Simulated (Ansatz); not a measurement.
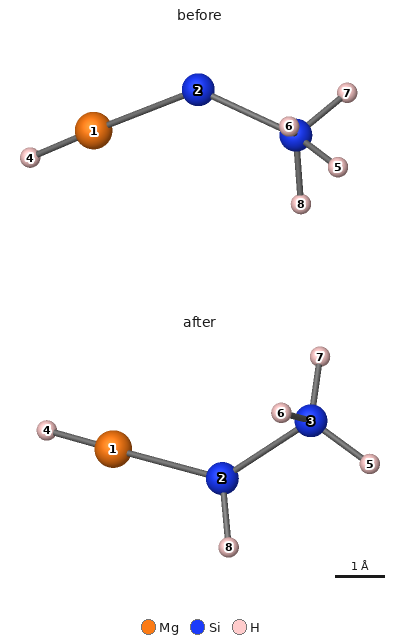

The structure of MgSi₂H₅ (charge +1) before (top) and after (bottom) a relaxation, at one scale.

A ball-and-stick model, seen at a tilt.

It is one of the separated reactants of a reaction.

The calculation used Ansatz 0.2.0, RKS PBE-D4/def2-SVP.

Input file:
```yaml
crystal:
  periodic: [false, false, false]
  atoms:
    - {symbol: Mg, position_ang: [-1.974986, 1.326410, -1.811064]}
    - {symbol: Si, position_ang: [0.213106, 0.624243, -0.361691]}
    - {symbol: Si, position_ang: [0.820080, -1.094753, 1.135798]}
    - {symbol: H, position_ang: [-3.339363, 1.723070, -2.686728]}
    - {symbol: H, position_ang: [0.979299, -1.757417, 2.381561]}
    - {symbol: H, position_ang: [1.132368, -0.348997, 2.381624]}
    - {symbol: H, position_ang: [2.030262, -1.687326, 0.513521]}
    - {symbol: H, position_ang: [-0.297674, -2.049197, 1.285986]}
basis:
  gaussian: {orbitals: def2-SVP}
total_charge: 1
hamiltonian: {xc: pbe, dispersion: d4}
relax: {f_tol: 0.03, max_steps: 250}
```

Run as
```bash
ansatz run in.yaml --threads 2 --pin off --events-out ev --progress --plain --max-ram 4352MiB
```

**Describe what moved and what it gained.**

The atom that moves furthest after the best rigid fit is Si2 (1.75 Å). Largest moves by element: Si 1.75 Å, H 1.67 Å, Mg 0.47 Å. Some distances before and after: Si2–H8 3.182 → 1.514 Å, Si3–H8 1.477 → 3.124 Å, Si3–H5 1.420 → 1.498 Å, Si3–H6 1.485 → 1.514 Å. New bonds form, among them: Si2–H8 (3.18 → 1.51 Å). Bonds break, among them: Si3–H8 (1.48 → 3.12 Å). Among the angles between lasting bonds that change: H5–Si3–H6 58.3° → 111.4°, Si2–Si3–H5 157.8° → 109.5°, H5–Si3–H7 95.2° → 115.5°. Over 25 accepted moves (26 points after the start) the energy falls by 91.5 kcal/mol. The largest force component goes from 2.8 to 0.017 eV/Å. The line search rejected the trial step at point 24 of the run. The run took 59 s on 2 threads of Intel Xeon Platinum 8259CL @ 2.50GHz, on a shared host.
